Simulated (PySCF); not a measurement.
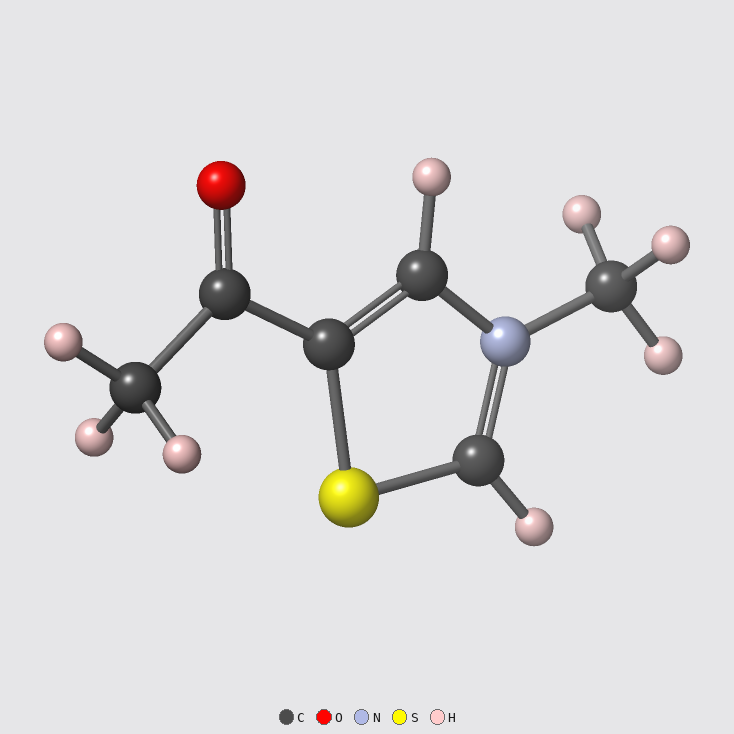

Ball-and-stick drawing of a structure. Multiple sticks mark multiple bonds (one Kekulé form).

The species has charge +1 and is a spin singlet. Computed geometry: GFN2-xTB optimisation. No frequency run is at hand to confirm it as a minimum.

Describe the molecule.

Formula C6H8NOS(+). As SMILES it reads `CC(=O)c1c[n+](C)cs1`. Independent rings (smallest set): 1 of 5 members, 1 of them aromatic. Among its groups: ketone. Coordination: 2 C tetrahedral; 4 C trigonal planar; 1 N trigonal planar; 1 S bent.

The parts below concern this one geometry. Atoms keep their numbers from picture to picture.

## Geometry

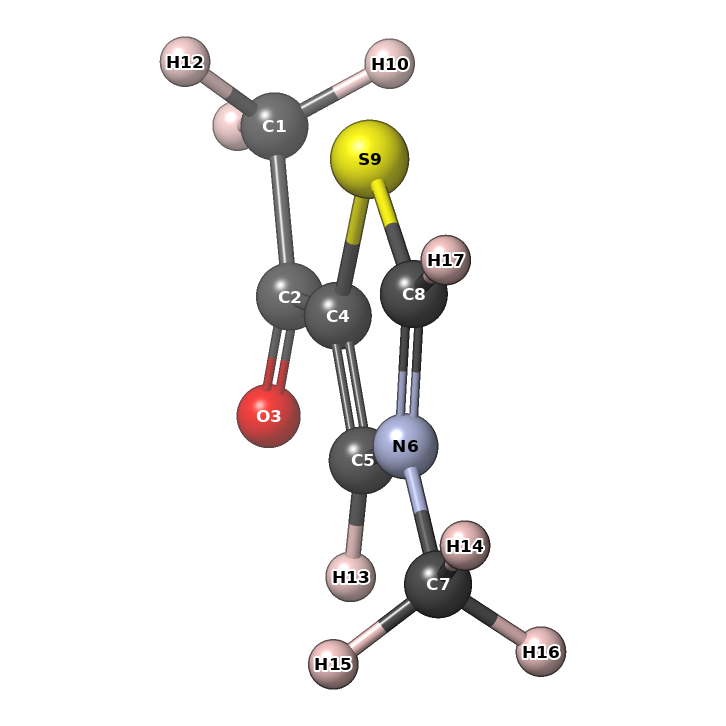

C2 lies behind C4. The molecule seen a little off the C4–C2 bond, C4 in front. Distant atoms are faded towards the background colour. No frequency run is at hand to confirm it as a minimum.

**What is the torsion angle S9–C4–C2–O3? The sign is positive where the front bond must turn clockwise to cover the back bond.**

−178°, antiperiplanar (anti).

## NMR shielding

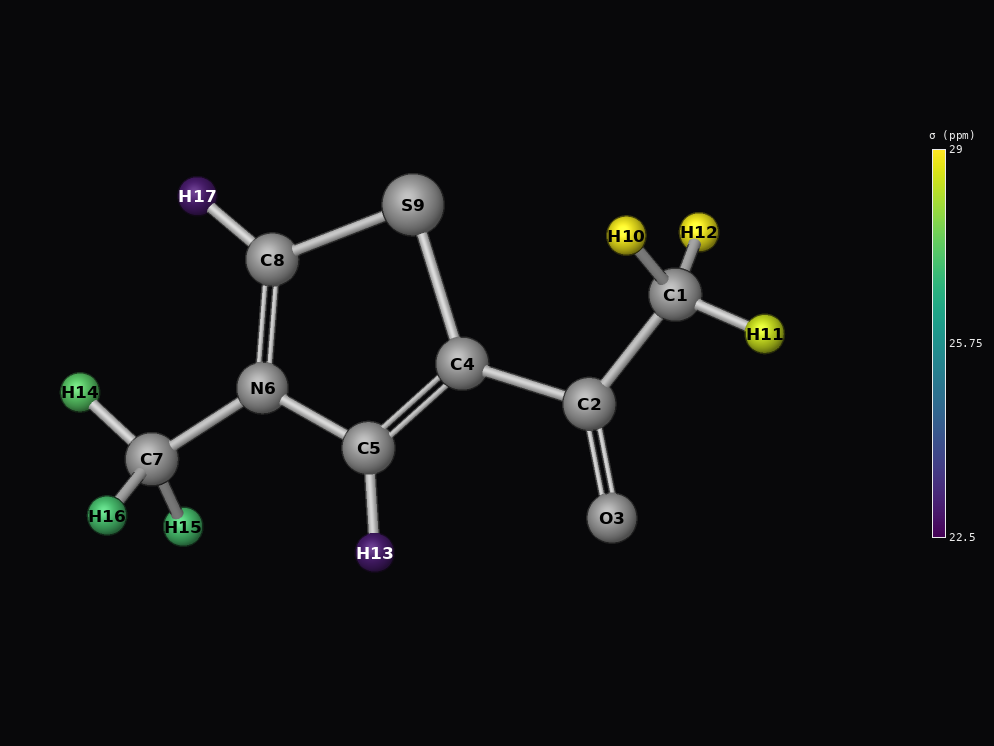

Atoms are coloured by their isotropic NMR shieldings (H only, the others grey). No frequency run is at hand to confirm it as a minimum. Method: GIAO PBE0/pcSseg-1 NMR shielding, non-relativistic, gas phase (PySCF 2.14.0).

**Which H atom is the most shielded (lowest chemical shift)?**

H10, H12 (28.84 ppm).

**Which H atom is the least shielded (highest chemical shift)?**

H17 (22.97 ppm).

**How wide is the range of H shifts?**

5.87 ppm.

Give the isotropic NMR shieldings of the H atoms atom by atom.

```csv
atom,σ (ppm)
H10,28.84
H11,28.48
H12,28.84
H13,22.99
H14,27.31
H15,27.10
H16,27.12
H17,22.97
```

## Quadrupole coupling

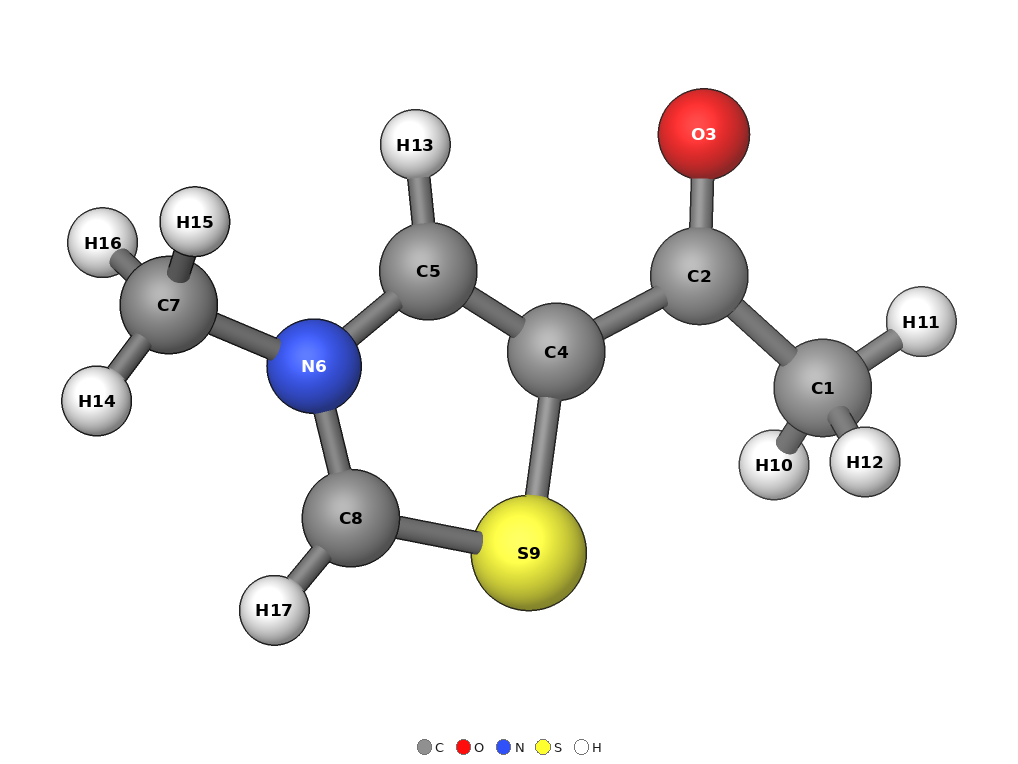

No frequency run is at hand to confirm it as a minimum. Electric field gradients from the ground-state density, PBE0/pcSseg-1 (PySCF 2.14.0), non-relativistic apart from any core potentials.

Give the largest field-gradient component, the quadrupole coupling constant and the asymmetry for 17O at O3 (Q = −25.6 mb), 14N at N6 (Q = 20.44 mb), 33S at S9 (Q = −67.81 mb), 2H at H10 (Q = 2.86 mb), 2H at H11 (Q = 2.86 mb).

| atom | V_zz (a.u.) | e²qQ/h (MHz) | η |
| --- | --- | --- | --- |
| O3 | −1.986 | 11.94 | 0.53 |
| N6 | −0.261 | −1.25 | 0.38 |
| S9 | 1.698 | −27.1 | 0.22 |
| H10 | 0.306 | 0.206 | 0.04 |
| H11 | 0.306 | 0.206 | 0.02 |

## Excitation

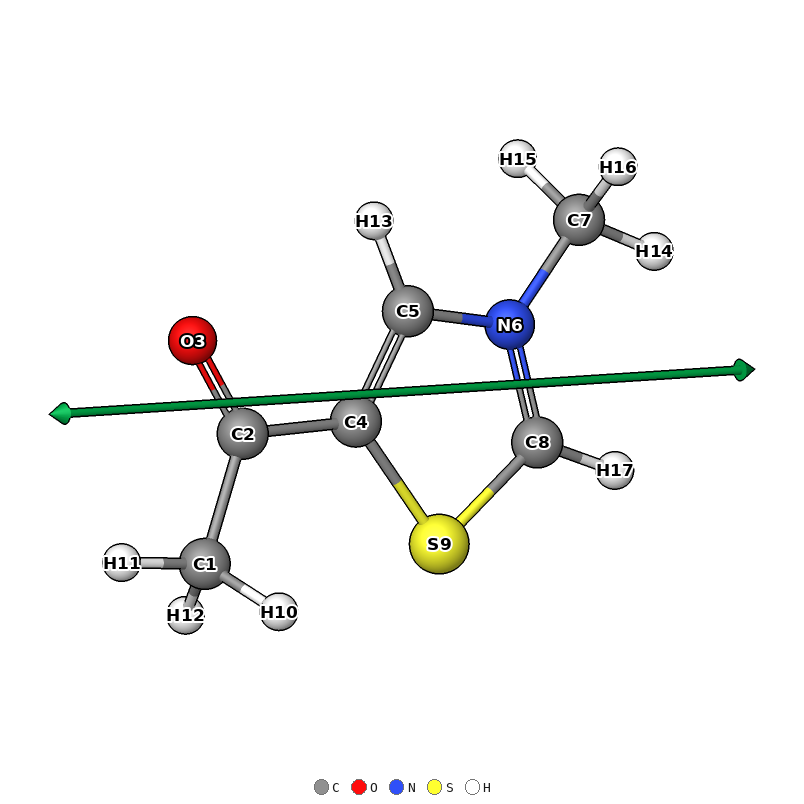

The double arrow shows the direction of the transition dipole to excited singlet state 3 (its length means nothing). No frequency run is at hand to confirm it as a minimum. Level of theory: TDDFT PBE0/def2-SVPD, vertical, gas phase, core orbitals frozen in the response (PySCF 2.14.0).

**How is the transition polarised?**

Nearly parallel to the C2–C4 bond.

**Where does the transition lie, and how strong is it?**

5.23 eV (237 nm), oscillator strength 0.15, mainly HOMO−1 → LUMO (weight 0.95); transition dipole 2.76 D.
